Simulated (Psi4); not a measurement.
## Single-point calculation, with input and output: Si₂H₆O

Si₂H₆O, SMILES [SiH3]O[SiH3], computed with OMP2/cc-pVDZ, RHF (Psi4 1.11).

A bond length was changed on purpose from its optimised value.

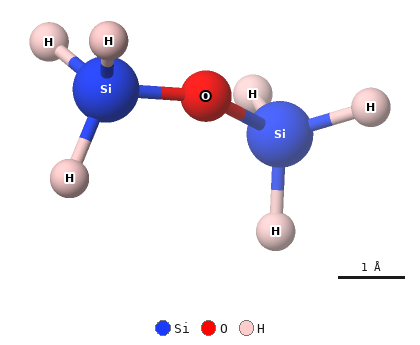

Fig. 1: The structure as given in the input (ball-and-stick view, seen at a tilt).

### Summary

| quantity | value |
| --- | --- |
| outcome | converged |
| total energy | −656.664690 hartree |
| SCF energy | −656.265787 hartree |
| MP2 energy | −656.659230 hartree |
| correlation energy | −0.398903 hartree |
| basis functions | 80 |
| HOMO of the SCF reference | −11.83 eV |
| LUMO of the SCF reference | 3.20 eV |
| hardware | 1 thread of Intel Xeon (Granite Rapids), 64 GiB of memory available, shared host |
| wall time | 11 s |
| peak memory | 0.34 GiB |

### Input file (run.py)
```python
import psi4

psi4.set_memory('1600 MB')
psi4.set_num_threads(1)
psi4.core.set_output_file('h6osi2.out', False)

with open('h6osi2.xyz') as f:
    atoms = ''.join(f.readlines()[2:])
mol = psi4.geometry('0 1\n' + atoms + 'symmetry c1')

psi4.set_options({
    'basis': 'cc-pVDZ',
    'reference': 'rhf',
    'puream': True,
    'e_convergence': 1e-09,
    'd_convergence': 1e-08,
    'scf_type': 'pk',
    'num_frozen_docc': 11,
})

E = psi4.energy('omp2', molecule=mol)
print(f'omp2 energy: {E:.10f} Eh')
```

### File h6osi2.xyz
```
9
H6OSi2
Si    -0.880661     1.196907    -1.020638
O      0.425550     0.090990    -0.245380
Si     0.775570    -1.038810     0.881750
H     -1.957641     0.370827    -1.626778
H     -0.231011     2.016667    -2.071338
H     -1.476541     2.087007     0.010212
H      2.224270    -1.343130     0.800010
H     -0.009310    -2.275600     0.628780
H      0.448290    -0.527870     2.238910
```

Launched with:
```bash
python run.py
```

### What the program printed
```
=> Loading Basis Set <=

    Name: CC-PVDZ
    Role: ORBITAL
    Keyword: BASIS

         ---------------------------------------------------------
                                   SCF
                              RHF Reference
                        1 Threads,   1525 MiB Core
         ---------------------------------------------------------

  ==> Geometry <==

    Molecular point group: c1
    Full point group: C1

    Geometry (in Angstrom), charge = 0, multiplicity = 1:

       Center              X                  Y                   Z               Mass
    ------------   -----------------  -----------------  -----------------  -----------------
         SI          -0.917287747868     1.117301190347    -0.920236928871    27.976926534650
         O            0.388923252132     0.011384190347    -0.144978928871    15.994914619570
         SI           0.738943252132    -1.118415809653     0.982151071129    27.976926534650
         H           -1.994267747868     0.291221190347    -1.526376928871     1.007825032230
         H           -0.267637747868     1.937061190347    -1.970936928871     1.007825032230
         H           -1.513167747868     2.007401190347     0.110613071129     1.007825032230
         H            2.187643252132    -1.422735809653     0.900411071129     1.007825032230
         H           -0.045936747868    -2.355205809653     0.729181071129     1.007825032230
         H            0.411663252132    -0.607475809653     2.339311071129     1.007825032230

  Running in c1 symmetry.

  Rotational constants: A =      1.13909  B =      0.08701  C =      0.08569 [cm^-1]
  Rotational constants: A =  34149.17107  B =   2608.60806  C =   2568.90031 [MHz]
  Nuclear repulsion =  151.324139051363659

  Charge       = 0
  Multiplicity = 1
  Electrons    = 42
  Nalpha       = 21
  Nbeta        = 21

  ==> Algorithm <==

  SCF Algorithm Type is PK.
  DIIS enabled.
  MOM disabled.
  Fractional occupation disabled.
  Guess Type is SAD.
  Energy threshold   = 1.00e-09
  Density threshold  = 1.00e-08
  Integral threshold = 1.00e-12

  ==> Primary Basis <==

  Basis Set: CC-PVDZ
    Blend: CC-PVDZ
    Number of shells: 40
    Number of basis functions: 80
    Number of Cartesian functions: 83
    Spherical Harmonics?: true
    Max angular momentum: 2

  ==> Integral Setup <==

  Using in-core PK algorithm.
   Calculation information:
      Number of atoms:                   9
      Number of AO shells:              40
      Number of primitives:            152
      Number of atomic orbitals:        83
      Number of basis functions:        80

      Integral cutoff                 1.00e-12
      Number of threads:                 1

  Performing in-core PK
  Using 10500840 doubles for integral storage.
  We computed 320424 shell quartets total.
  Whereas there are 336610 unique shell quartets.

  ==> DiskJK: Disk-Based J/K Matrices <==

    J tasked:                  Yes
    K tasked:                  Yes
    wK tasked:                  No
    Memory [MiB]:             1144
    Schwarz Cutoff:          1E-12

  Minimum eigenvalue in the overlap matrix is 1.2852114655E-02.
  Reciprocal condition number of the overlap matrix is 3.2690006289E-03.
    Using symmetric orthogonalization.

  ==> Pre-Iterations <==

  SCF Guess: Superposition of Atomic Densities via on-the-fly atomic UHF (no occupation information).

   -------------------------
    Irrep   Nso     Nmo
   -------------------------
     A         80      80
   -------------------------
    Total      80      80
   -------------------------

  ==> Iterations <==

                        Total Energy        Delta E     RMS |[F,P]|

   @RHF iter SAD:  -655.14848709670719   -6.55148e+02   0.00000e+00
   @RHF iter   1:  -656.17058846974010   -1.02210e+00   5.31832e-03 DIIS/ADIIS
   @RHF iter   2:  -656.22548212207209   -5.48937e-02   3.97502e-03 DIIS/ADIIS
   @RHF iter   3:  -656.26450980762831   -3.90277e-02   4.29568e-04 DIIS/ADIIS
   @RHF iter   4:  -656.26576646119906   -1.25665e-03   4.54890e-05 DIIS
   @RHF iter   5:  -656.26578611771333   -1.96565e-05   1.09290e-05 DIIS
   @RHF iter   6:  -656.26578716505003   -1.04734e-06   2.80868e-06 DIIS
   @RHF iter   7:  -656.26578723822490   -7.31749e-08   8.79249e-07 DIIS
   @RHF iter   8:  -656.26578724745434   -9.22944e-09   1.89726e-07 DIIS
   @RHF iter   9:  -656.26578724792205   -4.67708e-10   3.19116e-08 DIIS
   @RHF iter  10:  -656.26578724793364   -1.15961e-11   7.44252e-09 DIIS
  Energy and wave function converged.

  ==> Post-Iterations <==

    Orbital Energies [Eh]
    ---------------------

    Doubly Occupied:

       1A    -68.847170     2A    -68.800976     3A    -20.542685
       4A     -6.185956     5A     -6.144585     6A     -4.292371
       7A     -4.292351     8A     -4.292142     9A     -4.252064
      10A     -4.250581    11A     -4.250544    12A     -1.285416
      13A     -0.762565    14A     -0.688231    15A     -0.564246
      16A     -0.550633    17A     -0.549881    18A     -0.494117
      19A     -0.493534    20A     -0.438127    21A     -0.434595

    Virtual:

      22A      0.117659    23A      0.178327    24A      0.185760
      25A      0.187485    26A      0.197357    27A      0.224619
      28A      0.226666    29A      0.251775    30A      0.388508
      31A      0.394643    32A      0.424031    33A      0.429143
      34A      0.431574    35A      0.472449    36A      0.504249
      37A      0.516120    38A      0.548116    39A      0.551664
      40A      0.571242    41A      0.625694    42A      0.639437
      43A      0.645658    44A      0.654216    45A      0.692120
      46A      0.707707    47A      0.797286    48A      0.959460
      49A      1.098060    50A      1.107733    51A      1.136602
      52A      1.141987    53A      1.144926    54A      1.384392
      55A      1.399184    56A      1.465198    57A      1.495411
      58A      1.593712    59A      1.598087    60A      1.672064
      61A      1.728516    62A      1.733875    63A      1.741269
      64A      1.861956    65A      1.889451    66A      1.913061
      67A      1.925339    68A      2.025500    69A      2.109550
      70A      2.127691    71A      2.185324    72A      2.238157
      73A      2.248753    74A      2.267123    75A      2.281384
      76A      3.022057    77A      3.022826    78A      3.111827
      79A      3.221897    80A      3.450958

    Final Occupation by Irrep:
              A
    DOCC [    21 ]
    NA   [    21 ]
    NB   [    21 ]

  @RHF Final Energy:  -656.26578724793364

   => Energetics <=

    Nuclear Repulsion Energy =            151.3241390513636588
    One-Electron Energy =               -1210.3543173576208574
    Two-Electron Energy =                 402.7643910583237243
    Total Energy =                       -656.2657872479335310

Computation Completed

Properties will be evaluated at   0.000000,   0.000000,   0.000000 [a0]

Properties computed using the SCF density matrix

 Multipole Moments:

 ------------------------------------------------------------------------------------
     Multipole            Electronic (a.u.)      Nuclear  (a.u.)        Total (a.u.)
 ------------------------------------------------------------------------------------

 L = 1.  Multiply by 2.5417464519 to convert [e a0] to [Debye]
 Dipole X            :          0.6149388           -1.1473291           -0.5323902
 Dipole Y            :          0.5030542           -0.1403405            0.3627137
 Dipole Z            :         -0.7645486            0.5464502           -0.2180984
 Magnitude           :                                                    0.6801231

 ------------------------------------------------------------------------------------

	total time  =          4 seconds =       0.07 minutes
  Constructing Basis Sets for DFOCC...

   => Loading Basis Set <=

    Name: (CC-PVDZ AUX)
    Role: JKFIT
    Keyword: DF_BASIS_SCF

   => Loading Basis Set <=

    Name: (CC-PVDZ AUX)
    Role: RIFIT
    Keyword: DF_BASIS_CC

  Module DFOCC Options:
  ----------------------------------------------------------------------------
  ACTIVE                        => (empty)
  BASIS_RELATIVISTIC            => (empty)
  BENCH                         => (empty)
  CC_DIIS_MAX_VECS              => (empty)
  CC_DIIS_MIN_VECS              => (empty)
  CC_LAMBDA                     => (empty)
  CC_MAXITER                    => (empty)
  CC_TYPE                       => (empty)
  CHOLESKY                      => FALSE           !
  CHOLESKY_TOLERANCE            => (empty)
  CI_TYPE                       => (empty)
  COMPUT_S2                     => (empty)
  CUBEPROP_BASIS_FUNCTIONS      => (empty)
  CUBEPROP_FILEPATH             => (empty)
  CUBEPROP_ISOCONTOUR_THRESHOLD => (empty)
  CUBEPROP_ORBITALS             => (empty)
  CUBEPROP_TASKS                => (empty)
  CUBIC_BASIS_TOLERANCE         => (empty)
  CUBIC_BLOCK_MAX_POINTS        => (empty)
  CUBIC_GRID_OVERAGE            => (empty)
  CUBIC_GRID_SPACING            => (empty)
  CUTOFF                        => (empty)
  DDX                           => (empty)
  DEBUG                         => (empty)
  DERTYPE                       => (empty)
  DF_BASIS_CC                   => (empty)
  DIE_IF_NOT_CONVERGED          => (empty)
  DKH_ORDER                     => (empty)
  DOCC                          => (empty)
  DO_DIIS                       => (empty)
  DO_LEVEL_SHIFT                => (empty)
  DO_SCS                        => FALSE           !
  DO_SOS                        => FALSE           !
  E3_SCALE                      => (empty)
  EKT_IP                        => (empty)
  EXTERNAL_POTENTIAL_SYMMETRY   => (empty)
  E_CONVERGENCE                 => 1e-09           !
  FREEZE_CORE                   => (empty)
  FREEZE_CORE_POLICY            => (empty)
  FROZEN_DOCC                   => (empty)
  FROZEN_UOCC                   => (empty)
  HESS_TYPE                     => (empty)
  INTEGRAL_CUTOFF               => (empty)
  INTEGRAL_PACKAGE              => (empty)
  LEVEL_SHIFT                   => (empty)
  LINEQ_SOLVER                  => (empty)
  LITERAL_CFOUR                 => (empty)
  LS_THC_BASIS_TOLERANCE        => (empty)
  LS_THC_DF                     => (empty)
  LS_THC_PRUNING_SCHEME         => (empty)
  LS_THC_RADIAL_POINTS          => (empty)
  LS_THC_SPHERICAL_POINTS       => (empty)
  LS_THC_S_EPSILON              => (empty)
  LS_THC_WEIGHTS_TOLERANCE      => (empty)
  MAT_NUM_COLUMN_PRINT          => (empty)
  MAX_MOGRAD_CONVERGENCE        => (empty)
  MAX_RADIAL_MOMENT             => (empty)
  MBIS_D_CONVERGENCE            => (empty)
  MBIS_MAXITER                  => (empty)
  MBIS_PRUNING_SCHEME           => (empty)
  MBIS_RADIAL_POINTS            => (empty)
  MBIS_SPHERICAL_POINTS         => (empty)
  MOLDEN_WITH_VIRTUAL           => (empty)
  MOLDEN_WRITE                  => (empty)
  MO_DIIS_NUM_VECS              => (empty)
  MO_MAXITER                    => (empty)
  MO_STEP_MAX                   => (empty)
  MP2_AMP_TYPE                  => (empty)
  MP2_OS_SCALE                  => (empty)
  MP2_SOS_SCALE                 => (empty)
  MP2_SOS_SCALE2                => (empty)
  MP2_SS_SCALE                  => (empty)
  MP2_TYPE                      => (empty)
  MP_TYPE                       => (empty)
  NAT_ORBS                      => FALSE           !
  NUM_FROZEN_DOCC               => 11              !
  NUM_FROZEN_UOCC               => (empty)
  NUM_GPUS                      => (empty)
  OCC_ORBS_PRINT                => (empty)
  OEPROP                        => (empty)
  OO_SCALE                      => (empty)
  OPT_METHOD                    => (empty)
  ORBITAL_OPTIMIZER_PACKAGE     => (empty)
  ORB_OPT                       => TRUE            !
  ORB_RESP_SOLVER               => (empty)
  ORTH_TYPE                     => (empty)
  PARENT_SYMMETRY               => (empty)
  PCG_BETA_TYPE                 => (empty)
  PCG_CONVERGENCE               => (empty)
  PCG_MAXITER                   => (empty)
  PCM                           => (empty)
  PE                            => (empty)
  PPL_TYPE                      => (empty)
  PRINT                         => (empty)
  PRINT_NOONS                   => (empty)
  PROPERTIES                    => (empty)
  PROPERTIES_ORIGIN             => (empty)
  PUREAM                        => TRUE            !
  QCHF                          => (empty)
  QC_MODULE                     => (empty)
  RAS1                          => (empty)
  RAS2                          => (empty)
  RAS3                          => (empty)
  RAS4                          => (empty)
  READ_SCF_3INDEX               => (empty)
  REGULARIZATION                => (empty)
  REG_PARAM                     => (empty)
  RELATIVISTIC                  => (empty)
  REMP_A                        => (empty)
  RESTRICTED_DOCC               => (empty)
  RESTRICTED_UOCC               => (empty)
  RMS_MOGRAD_CONVERGENCE        => (empty)
  R_CONVERGENCE                 => (empty)
  SCF_TYPE                      => PK              !
  SCREENING                     => (empty)
  SCS_TYPE                      => (empty)
  SOCC                          => (empty)
  SOS_TYPE                      => (empty)
  TRIPLES_IABC_TYPE             => (empty)
  WFN                           => (empty)
  WFN_TYPE                      => DF-OMP2         !
  WRITER_FILE_LABEL             => (empty)
  ZORA_BASIS_TOLERANCE          => (empty)
  ZORA_NR_DEBUG                 => (empty)
  ZORA_PRUNING_SCHEME           => (empty)
  ZORA_RADIAL_POINTS            => (empty)
  ZORA_SPHERICAL_POINTS         => (empty)

	Warning: cc_lambda option is changed to TRUE
	For this residual convergence, default PCG convergence is:     1.00e-07
	For this energy convergence, default RMS orbital gradient is:     3.16e-07
	For this energy convergence, default MAX orbital gradient is:     2.00e-06

 ==============================================================================
 ==============================================================================
 ==============================================================================

                      DF-OMP2 (DF-OO-MP2)

 ==============================================================================
 ==============================================================================
 ==============================================================================

	MO Hessian type is changed to 'HF'
	MO spaces...

	 FC   OCC   VIR   FV
	----------------------
	 11   10    59    0
	Number of basis functions in the DF-HF basis: 432
	Number of basis functions in the DF-CC basis: 292

	Minimum required memory for amplitudes:      7.97 MB

	Computing DF-MP2 energy using SCF MOs (Canonical DF-MP2)...
	=======================================================================
	Nuclear Repulsion Energy (a.u.)    :   151.32413905136366
	DF-HF Energy (a.u.)                :  -656.26578724793364
	REF Energy (a.u.)                  :  -656.26578724793364
	DF-MP2 Correlation Energy (a.u.)   :    -0.39344312829072
	DF-MP2 Total Energy (a.u.)         :  -656.65923037622440
	=======================================================================

	Number of independent-pairs: 1349

 ==============================================================================
 ================ Performing DF-OMP2 iterations... ============================
 ==============================================================================
	            Minimizing DF-MP2-L Functional
	            ------------------------------
 Iter       E_total           DE           RMS MO Grad      MAX MO Grad      RMS T2
 ----    ---------------    ----------     -----------      -----------     ----------
	successfully fired up coupled DIIS...
   1     -656.6645328662     -5.27e-03       3.33e-04         3.71e-03        2.65e-05
   2     -656.6646332776     -1.00e-04       9.40e-05         8.47e-04        3.87e-06
   3     -656.6646469017     -1.36e-05       7.08e-05         7.37e-04        2.03e-07
   4     -656.6646605032     -1.36e-05       5.73e-05         5.84e-04        1.53e-07
   5     -656.6646834652     -2.30e-05       2.87e-05         4.27e-04        7.68e-08
   6     -656.6646875304     -4.07e-06       1.73e-05         2.67e-04        6.46e-08
   7     -656.6646889453     -1.41e-06       1.07e-05         1.70e-04        2.92e-08
   8     -656.6646892356     -2.90e-07       8.95e-06         1.59e-04        2.11e-08
   9     -656.6646896508     -4.15e-07       5.92e-06         1.33e-04        1.49e-08
  10     -656.6646897706     -1.20e-07       4.94e-06         1.17e-04        6.32e-09
  11     -656.6646898451     -7.45e-08       4.21e-06         1.02e-04        5.07e-09
  12     -656.6646899423     -9.72e-08       3.06e-06         7.47e-05        5.28e-09
  13     -656.6646899804     -3.81e-08       2.49e-06         5.76e-05        2.02e-09
  14     -656.6646900077     -2.73e-08       1.98e-06         4.26e-05        2.31e-09
  15     -656.6646900333     -2.56e-08       1.29e-06         2.62e-05        1.77e-09
  16     -656.6646900436     -1.03e-08       8.45e-07         1.54e-05        1.69e-09
  17     -656.6646900466     -3.03e-09       5.88e-07         1.06e-05        5.48e-10
  18     -656.6646900485     -1.90e-09       3.34e-07         6.15e-06        9.31e-10
  19     -656.6646900491     -5.63e-10       2.15e-07         3.49e-06        8.60e-10
  20     -656.6646900492     -1.18e-10       1.85e-07         3.39e-06        1.96e-10
  21     -656.6646900493     -1.15e-10       1.53e-07         3.26e-06        4.10e-10
  22     -656.6646900494     -1.09e-10       1.17e-07         2.81e-06        1.81e-10
  23     -656.6646900495     -4.52e-11       9.61e-08         2.30e-06        1.17e-10
  24     -656.6646900495     -3.57e-11       7.54e-08         1.68e-06        9.01e-11
  25     -656.6646900495     -2.27e-11       5.93e-08         1.19e-06        6.90e-11
  26     -656.6646900496     -1.88e-11       4.08e-08         8.38e-07        7.13e-11
  27     -656.6646900496     -7.96e-12       3.00e-08         5.69e-07        7.90e-11
  28     -656.6646900496     -3.75e-12       2.25e-08         3.65e-07        7.57e-11

 ==============================================================================
 ======================== DF-OMP2 ITERATIONS ARE CONVERGED ====================
 ==============================================================================

	Computing MP2 energy using optimized MOs...
	=======================================================================
	Nuclear Repulsion Energy (a.u.)    :   151.32413905136366
	DF-HF Energy (a.u.)                :  -656.26578724793364
	REF Energy (a.u.)                  :  -656.25947865353191
	DF-MP2 Correlation Energy (a.u.)   :    -0.39890280163831
	DF-MP2 Total Energy (a.u.)         :  -656.66469004957196
	=======================================================================

	=======================================================================
	================ DF-OMP2 FINAL RESULTS ================================
	=======================================================================
	Nuclear Repulsion Energy (a.u.)    :   151.32413905136366
	DF-HF Energy (a.u.)                :  -656.26578724793364
	REF Energy (a.u.)                  :  -656.25947865353191
	DF-OMP2 Correlation Energy (a.u.)  :    -0.39890280163377
	Edfomp2 - Eref (a.u.)              :    -0.40521139603550
	DF-OMP2 Total Energy (a.u.)        :  -656.66469004956741
	=======================================================================

	total time  =          7 seconds =       0.12 minutes
```

### Standard output
```
omp2 energy: -656.6646900496 Eh
```

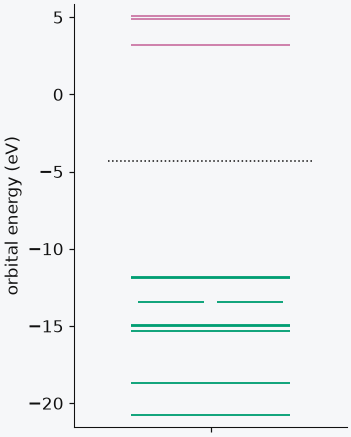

Fig. 2: Orbital energies near the frontier (SCF reference); the dotted line parts filled from empty levels, and levels within 0.02 eV of each other stand side by side. Highest filled −11.83 eV, lowest empty 3.20 eV, 15.03 eV apart.
